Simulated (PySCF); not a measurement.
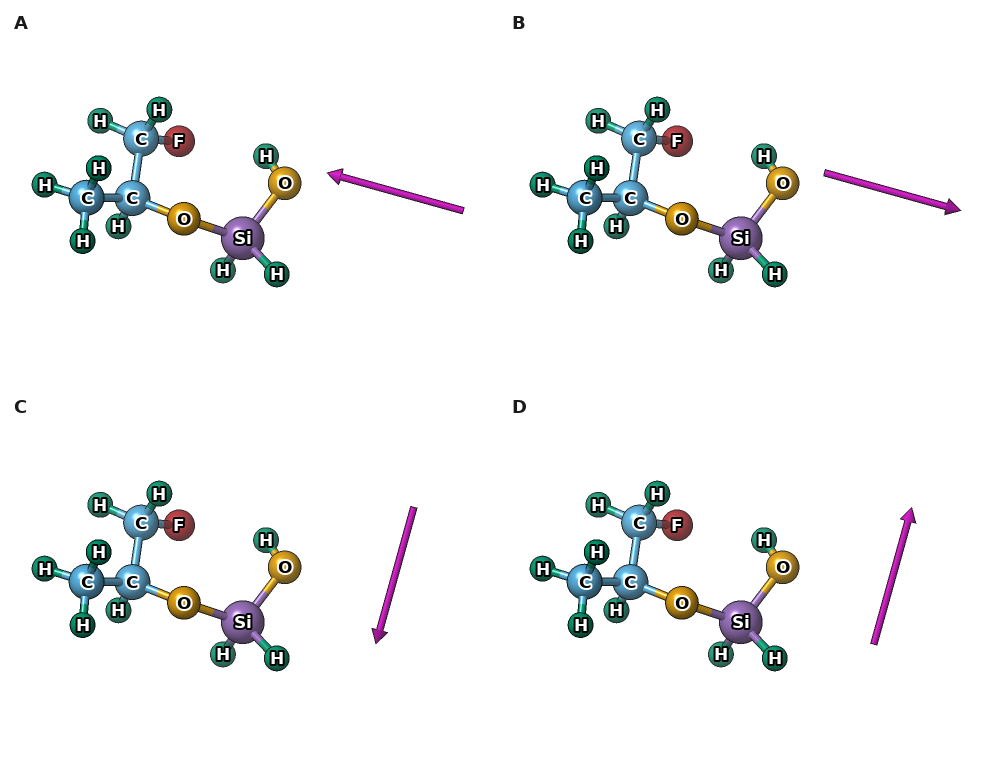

The same molecule four times, each with an arrow. The computed structure is the end point of a PBE0-D3(BJ)/def2-SVP optimisation. No frequency run is at hand to confirm it as a minimum. Properties computed with PBE0/pcSseg-1 in dimethylsulfoxide (IEF-PCM) (PySCF 2.14.0).

Which arrow points along the dipole moment, from the negative to the positive end?

A. The dipole moment is 4.09 D.
